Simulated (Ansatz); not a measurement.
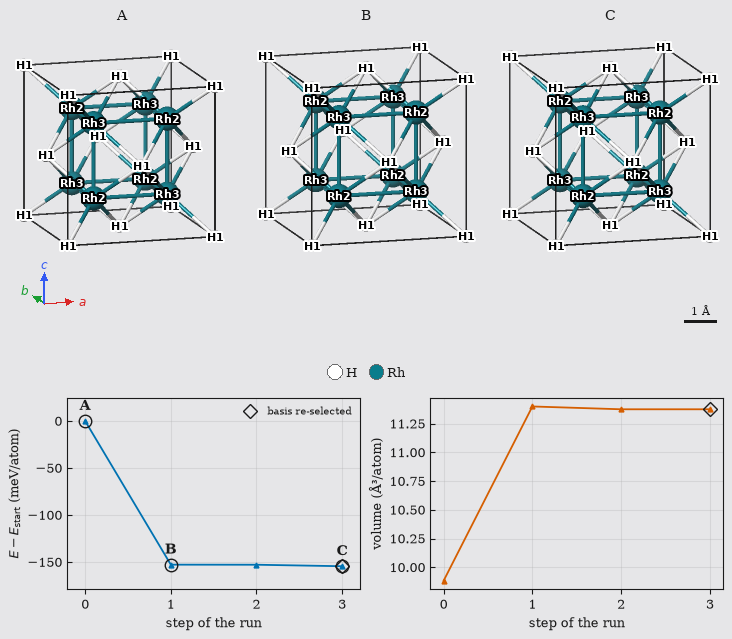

Frames of a relaxation of crystalline HRh₂ (a generated structure, set up in Fm-3m) (coarse preliminary run), marked on the history of the run. Style: ball-and-stick. Shown: the conventional cell (4 times the calculation's cell), slightly off an axis. Lengths and directions refer to the drawn axes.

The calculation used DFT PBE, scalar-relativistic, plane waves, PAW (Ansatz 0.2.0).

Input file:
```yaml
crystal:
  lattice:
    - [0.0, 2.45654303, 2.45654303]
    - [2.45654303, 0.0, 2.45654303]
    - [2.45654303, 2.45654303, 0.0]
  atoms:
    - { symbol: H, position: [0.0, 0.0, 0.0] }
    - { symbol: Rh, position: [0.25, 0.25, 0.25] }
    - { symbol: Rh, position: [0.75, 0.75, 0.75] }
basis:
  ecutwfc: 420
kpoints:
  mp_grid: { grid: [6, 6, 6] }
hamiltonian:
  xc: pbe
scf:
  occupations: { method: gaussian, width: 0.1 }
  lower_state_search: "off"
output:
  forces: true
  stress: true
  eigenvalues: true
relax:
  adjacent_minimum: "off"
  f_tol: 0.04
  max_steps: 70
  cell: { stress_tol: 0.4 }
```

Launched with:
```bash
ansatz run input.yaml --threads 1 --pin off --max-ram 2048MiB --backend cpu --events-out ev --progress --plain --runs-dir out
```

> What happens along the run?

The atoms keep their places relative to the cell (all moves are under 0.005 Å). Cell: a = b = c 4.913 → 5.149 Å (+4.8 %). Volume +15.1 %. Among the contacts that change: Rh2–Rh3 2.457 → 2.574 Å, H1–Rh2 2.127 → 2.230 Å. The space group stays Fm-3m (No. 225). After 2 accepted moves (3 points after the start) the energy has fallen by 154 meV per atom. All forces vanish by symmetry, so only the cell relaxes. The pressure goes from 38.11 to −0.07 GPa. The SCF was repeated once at an unchanged geometry on a basis and grid sized afresh for the cell, which shifted the energy by 1.6 meV per atom at most. Cost: 4.9 s on 1 thread of Arm Neoverse N1, with other jobs on the host, peak memory 0.34 GiB. From step 0 to 1: volume +15.3 %, energy −153 meV per atom. From step 1 to 3: volume −0.2 %, energy −1.7 meV per atom.

```
step  E − E(0), meV/atom  pressure, GPa  volume, Å³/atom                      note
   0                0.00          38.11            9.883                          
   1             -152.76          -0.54           11.400                          
   2             -152.84          -0.13           11.375                          
   3             -154.43          -0.07           11.375  same geometry, new basis
```
